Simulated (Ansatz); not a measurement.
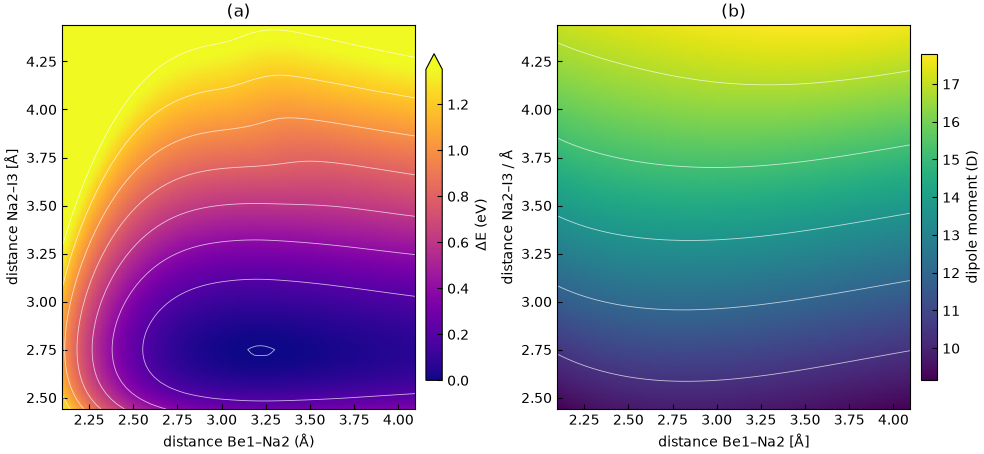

The system Be + NaI. First axis: distance Be1–Na2. Second axis: distance Na2–I3. Nothing is relaxed (the angle Be1–Na2–I3 is fixed at 180 degrees). Grid: 17 × 17 points. Points are written as (first, second). All energies are given in eV relative to the lowest grid point. The reference is spin-restricted, so regions where a bond is pulled apart into radicals lie too high. Level of theory: RKS PBE0-D4/def2-SVPD in Ansatz.

Panel (a) is the energy and panel (b) the computed dipole moment on the same grid.

Drawn: a smooth colour map with a few white contour lines, one colour for all values above the top of the scale. Between grid points the surface is interpolated.

How does the dipole moment vary over the map, and what is it at the lowest grid point?

Leaving out the highest fifth of the energies, it runs from 9.2 D at (4.096 Å, 2.440 Å) to 17.3 D at (3.325 Å, 4.279 Å). At the lowest grid point, (3.182 Å, 2.770 Å), it is 11.1 D.

| distance Na2–I3 ↓, distance Be1–Na2 → | 2.096 | 2.230 | 2.426 | 2.655 | 2.908 | 3.182 | 3.472 | 3.777 | 4.096 |
| --- | --- | --- | --- | --- | --- | --- | --- | --- | --- |
| 4.440 | 17.1 | 17.2 | 17.3 | 17.5 | 17.6 | 17.7 | 17.8 | 17.8 | 17.7 |
| 4.121 | 16.1 | 16.3 | 16.4 | 16.6 | 16.7 | 16.8 | 16.8 | 16.7 | 16.5 |
| 3.816 | 15.1 | 15.3 | 15.4 | 15.6 | 15.7 | 15.7 | 15.6 | 15.4 | 15.2 |
| 3.526 | 13.9 | 14.1 | 14.3 | 14.5 | 14.5 | 14.4 | 14.3 | 14.1 | 13.9 |
| 3.252 | 12.8 | 13.0 | 13.2 | 13.3 | 13.3 | 13.2 | 13.1 | 12.9 | 12.6 |
| 2.999 | 11.6 | 11.8 | 12.1 | 12.2 | 12.2 | 12.1 | 11.9 | 11.7 | 11.5 |
| 2.770 | 10.6 | 10.8 | 11.0 | 11.2 | 11.2 | 11.1 | 10.9 | 10.7 | 10.5 |
| 2.574 | 9.7 | 10.0 | 10.2 | 10.3 | 10.3 | 10.3 | 10.1 | 9.9 | 9.7 |
| 2.440 | 9.1 | 9.4 | 9.6 | 9.8 | 9.8 | 9.7 | 9.6 | 9.4 | 9.2 |

The table holds every second grid line.
